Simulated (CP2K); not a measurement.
# CH8BFSi2 (SMILES C[SiH]([SiH3])BF), run twice

Aim: energy and forces of CH8BFSi2 at GFN2-xTB.

Program for the calculation: CP2K 2026.2.

3 further runs of the same task are left out: 3 set aside as unsound or not needed.

### 1 The molecule

CH8BFSi2: 13 atoms, total charge 0, spin state singlet. SMILES: `C[SiH]([SiH3])BF`. Geometry: a rough force-field guess. This is one conformer, not always the lowest.

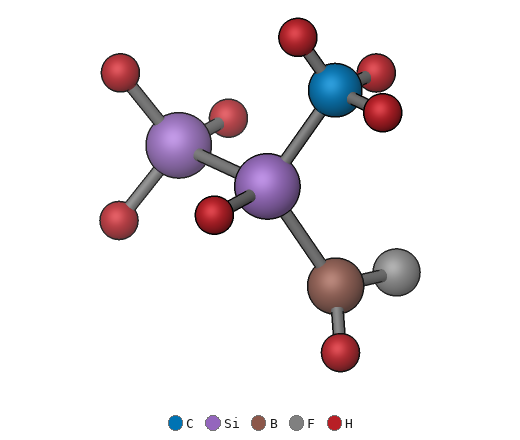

Viewed from a chosen angle; carbon blue, silicon purple, boron brown, fluorine grey, hydrogen red.

### 2 Try one

Input file mol.inp:

```
&FORCE_EVAL
    METHOD Quickstep
    &DFT
        CHARGE 1
        MULTIPLICITY 1
        &QS
            METHOD XTB
            EPS_DEFAULT 1.0E-10
            &XTB
                GFN_TYPE TBLITE
                &TBLITE
                    METHOD GFN2
                &END TBLITE
                CHECK_ATOMIC_CHARGES F
            &END XTB
        &END QS
        # isolated system
        &POISSON
            PERIODIC NONE
            POISSON_SOLVER ANALYTIC
        &END POISSON
        &SCF
            SCF_GUESS ATOMIC
            EPS_SCF 1.0E-07
            MAX_SCF 150
            ADDED_MOS 8
            &DIAGONALIZATION
                ALGORITHM STANDARD
            &END DIAGONALIZATION
            &MIXING
                METHOD DIRECT_P_MIXING
                ALPHA 0.4
            &END MIXING
            &SMEAR ON
                METHOD FERMI_DIRAC
                ELECTRONIC_TEMPERATURE [K] 300
            &END SMEAR
        &END SCF
        &PRINT
            &MOMENTS
                PERIODIC F
                REFERENCE COM
                MAX_MOMENT 1
            &END MOMENTS
            &MO ON
                ENERGIES T
                OCCUPATION_NUMBERS T
                NDIGITS 6
                &EACH
                    QS_SCF 0
                &END EACH
                ADD_LAST NUMERIC
            &END MO
            &HIRSHFELD OFF
            &END HIRSHFELD
        &END PRINT
    &END DFT
    &SUBSYS
        # vacuum box
        &CELL
            ABC [angstrom] 17.3 17.1 16
            PERIODIC NONE
        &END CELL
        &COORD
            C     -1.560900    -0.644300     0.521600
            Si    -0.005000     0.345100     0.496200
            Si     1.602000    -0.981000    -0.248600
            B     -0.083700     1.888300    -0.688000
            F     -0.456900     1.673400    -2.100600
            H     -1.515900    -1.459600     1.182500
            H     -2.397800     0.062300     0.875600
            H     -1.803900    -0.929800    -0.524400
            H      0.313700     0.824000     1.900900
            H      2.904300    -0.235800    -0.221900
            H      1.307400    -1.434900    -1.576000
            H      1.771000    -2.138000     0.673300
            H     -0.054000     2.995500    -0.275900
        &END COORD
        &TOPOLOGY
            &CENTER_COORDINATES
            &END CENTER_COORDINATES
        &END TOPOLOGY
    &END SUBSYS
    &PRINT
        &FORCES ON
        &END FORCES
    &END PRINT
&END FORCE_EVAL
&GLOBAL
    PROJECT mol
    RUN_TYPE ENERGY_FORCE
    PRINT_LEVEL MEDIUM
&END GLOBAL
```

On the command line:

```sh
$ OMP_NUM_THREADS=1 cp2k.psmp mol.inp > mol.out
```

The program printed:

```text
CP2K| version string:                                       CP2K version 2026.2
[...]
 GLOBAL| Method name                                                        CP2K
[...]
 GLOBAL| Run type                                                   ENERGY_FORCE
[...]
                             - Atoms:                                         13
[...]
                             - Spherical basis functions:                     38
[...]
 Number of electrons:                                                         29
[...]
  *** SCF run converged in    24 steps ***
[...]
  Fermi energy:                                                -0.55416718557706
[...]
 TB_DIPOLE| Moment [Debye]          1.42943030      -2.10274199       3.09583870
 TB_DIPOLE| Derivative [a.u.]       0.00000000       0.00000000       0.00000000
[...]
 ENERGY| Total FORCE_EVAL ( QS ) energy [hartree]            -15.166535298613100
 FORCES| Atomic forces [hartree/bohr]
 FORCES|   Atom     x               y               z               |f|
 FORCES|      1 -3.39707664E-02  3.11515955E-02 -1.77234394E-02   4.93817292E-02
 FORCES|      2 -2.17681089E-02  4.78954037E-02  4.04083572E-02   6.63374373E-02
 FORCES|      3  6.90530954E-02 -3.90382493E-02 -7.80300879E-03   7.97069748E-02
 FORCES|      4 -2.21355932E-02  4.33357649E-03 -8.04223965E-02   8.35256023E-02
 FORCES|      5  2.25100292E-02  1.23075186E-02  8.17473754E-02   8.56785260E-02
 FORCES|      6 -4.25362157E-03 -2.13857730E-02  1.13184125E-02   2.45672759E-02
 FORCES|      7  1.75270069E-02 -2.17386780E-02 -8.62433388E-03   2.92257631E-02
 FORCES|      8 -2.96470108E-03 -3.50946125E-03  1.39564505E-02   1.46931372E-02
 FORCES|      9 -7.86704391E-04 -6.56653258E-03 -1.04966614E-02   1.24063756E-02
 FORCES|     10 -1.11983084E-02 -1.83014604E-03 -6.56273546E-05   1.13470636E-02
 FORCES|     11 -5.79864992E-03 -2.29011609E-03 -1.13984899E-02   1.29920955E-02
 FORCES|     12 -6.37397804E-03  7.61743429E-03 -2.72334239E-03   1.02990046E-02
 FORCES|     13  1.60300361E-04 -6.94657233E-03 -8.17329593E-03   1.07276899E-02
[...]
```

Run time: 0.24 s. Hardware: 1 thread of Arm Neoverse V2, shared host.

### 3 Diagnosis

The program ended normally, but the settings are unsound, so its numbers aren't properties of the molecule.

The fault: the electron count doesn't fit the spin or reference typed: an even count needs an odd multiplicity, an odd count an even one. To mend it: charge 0 in place of 1. That is the species meant; for the charge typed, the multiplicity would have to change.

### 4 The mended input

Input file job.inp:

```
&GLOBAL
  PROJECT job
  RUN_TYPE ENERGY_FORCE
  PRINT_LEVEL MEDIUM
&END GLOBAL

&FORCE_EVAL
  METHOD QUICKSTEP
  &DFT
    CHARGE 0
    MULTIPLICITY 1
    &QS
      METHOD XTB
      EPS_DEFAULT 1.0E-10
      &XTB
        GFN_TYPE TBLITE
        &TBLITE
          METHOD GFN2
        &END TBLITE
        CHECK_ATOMIC_CHARGES F
      &END XTB
    &END QS
    &POISSON
      PERIODIC NONE
      POISSON_SOLVER ANALYTIC
    &END POISSON
    &SCF
      SCF_GUESS ATOMIC
      EPS_SCF 1.0E-07
      MAX_SCF 150
      ADDED_MOS 8
      &DIAGONALIZATION
        ALGORITHM STANDARD
      &END DIAGONALIZATION
      &MIXING
        METHOD DIRECT_P_MIXING
        ALPHA 0.4
      &END MIXING
      &SMEAR ON
        METHOD FERMI_DIRAC
        ELECTRONIC_TEMPERATURE [K] 300
      &END SMEAR
    &END SCF
    &PRINT
      &MOMENTS
        PERIODIC F
        REFERENCE COM
        MAX_MOMENT 1
      &END MOMENTS
      &MO ON
        ENERGIES T
        OCCUPATION_NUMBERS T
        NDIGITS 6
        &EACH
          QS_SCF 0
        &END EACH
        ADD_LAST NUMERIC
      &END MO
      &HIRSHFELD OFF
      &END HIRSHFELD
    &END PRINT
  &END DFT
  &SUBSYS
    &CELL
      ABC [angstrom] 17.3 17.1 16
      PERIODIC NONE
    &END CELL
    &COORD
      C     -1.560900    -0.644300     0.521600
      Si    -0.005000     0.345100     0.496200
      Si     1.602000    -0.981000    -0.248600
      B     -0.083700     1.888300    -0.688000
      F     -0.456900     1.673400    -2.100600
      H     -1.515900    -1.459600     1.182500
      H     -2.397800     0.062300     0.875600
      H     -1.803900    -0.929800    -0.524400
      H      0.313700     0.824000     1.900900
      H      2.904300    -0.235800    -0.221900
      H      1.307400    -1.434900    -1.576000
      H      1.771000    -2.138000     0.673300
      H     -0.054000     2.995500    -0.275900
    &END COORD
    &TOPOLOGY
      &CENTER_COORDINATES
      &END CENTER_COORDINATES
    &END TOPOLOGY
  &END SUBSYS
  &PRINT
    &FORCES ON
    &END FORCES
  &END PRINT
&END FORCE_EVAL
```

On the command line:

```sh
$ OMP_NUM_THREADS=1 cp2k.psmp -i job.inp -o job.out
```

The program printed:

```text
CP2K| version string:                                       CP2K version 2026.2
[...]
 GLOBAL| Method name                                                        CP2K
[...]
 GLOBAL| Run type                                                   ENERGY_FORCE
[...]
                             - Atoms:                                         13
[...]
                             - Spherical basis functions:                     38
[...]
 Number of electrons:                                                         30
[...]
  *** SCF run converged in    19 steps ***
[...]
  Fermi energy:                                                -0.31975475089680
[...]
 TB_DIPOLE| Moment [Debye]          0.56661677      -0.87424751       1.71932319
 TB_DIPOLE| Derivative [a.u.]       0.00000000       0.00000000       0.00000000
[...]
 ENERGY| Total FORCE_EVAL ( QS ) energy [hartree]            -15.622048760642398
 FORCES| Atomic forces [hartree/bohr]
 FORCES|   Atom     x               y               z               |f|
 FORCES|      1 -4.48029849E-02  3.13757681E-02 -1.43354407E-02   5.65442405E-02
 FORCES|      2  8.63115331E-03  3.67504486E-02  1.73074761E-02   4.15287974E-02
 FORCES|      3  3.76514583E-02 -1.66317946E-02  9.51852241E-03   4.22474990E-02
 FORCES|      4 -2.81507578E-02 -3.49203546E-03 -4.93703484E-02   5.69393606E-02
 FORCES|      5  1.94074037E-02  1.36606783E-02  6.32541702E-02   6.75599844E-02
 FORCES|      6 -2.57974299E-03 -1.96911512E-02  9.06571230E-03   2.18307959E-02
 FORCES|      7  1.72557333E-02 -2.35141244E-02 -9.62765194E-03   3.07142648E-02
 FORCES|      8 -7.42480199E-04 -2.31327416E-03  1.67781082E-02   1.69530950E-02
 FORCES|      9 -4.19225260E-03 -4.37804689E-03 -8.20991558E-03   1.02051453E-02
 FORCES|     10 -7.53396994E-03 -7.55807495E-03 -2.96049036E-03   1.10747326E-02
 FORCES|     11  1.26737607E-03 -5.91723505E-03 -1.08129966E-02   1.23911585E-02
 FORCES|     12  6.63479267E-04  3.67470774E-03 -7.53804591E-03   8.41224214E-03
 FORCES|     13  3.12558443E-03 -1.96586601E-03 -1.30690998E-02   1.35806950E-02
[...]
```

It took 0.24 s on 1 thread of Arm Neoverse V2, shared host.

### 5 Summary of results

At GFN2-xTB:

| quantity | value |
| --- | --- |
| total energy | -15.62205 Eh |
| dipole moment (from atomic charges alone) | 2.01 D |
| HOMO energy | -9.79 eV |
| LUMO energy | -7.81 eV |
| HOMO–LUMO gap | 1.98 eV |
| largest force on an atom | 3.474 eV/Å |

What this shows: The dipole comes from point charges on the atoms alone, without atomic dipoles, so it is partial. The largest force is 3.47 eV/Å: the shape isn't a stationary point for this species at this level.
